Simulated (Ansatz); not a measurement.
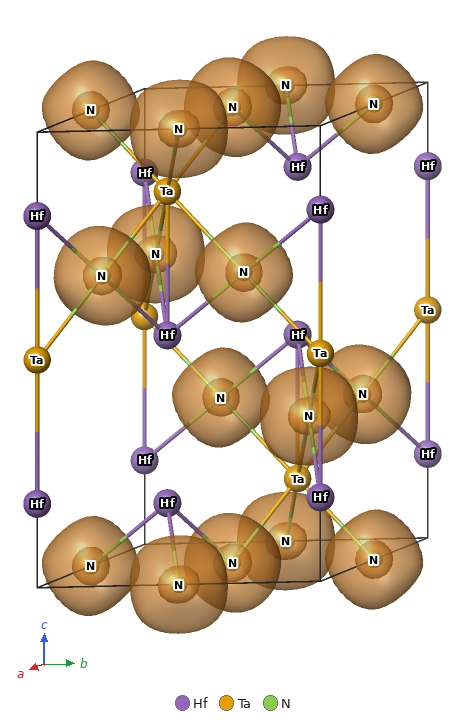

Hf$_{2}$TaN$_{3}$. Isosurface of the ELF at 0.6 (orange), seen slightly off an axis. Core shells and regions of very low density are left out. Sticks mark near contacts.

Space group R-3m; a structure generated by program, which may or may not match a known phase.

Level of theory: DFT PBE, scalar-relativistic, plane waves, PAW (Ansatz 0.2.0).

### Identify the bonds, lone pairs and shells in this picture.

The surface consists of nine regions wrapped around N (the valence shell of each), counted in one cell of 18 atoms. Regions shared between cells count once. Profiles from the grid: Hf–N (2.10 Å): the ELF peaks at about 0.85 in the valence shell of N, 0.6 Å from its nucleus, and is about 0.25 at the midpoint: no localised pair shows between them. Ta–N (2.21 Å): the ELF peaks at about 0.80 in the valence shell of N, 0.6 Å from its nucleus, and is about 0.15 at the midpoint (no shared electron pair shows on this line).
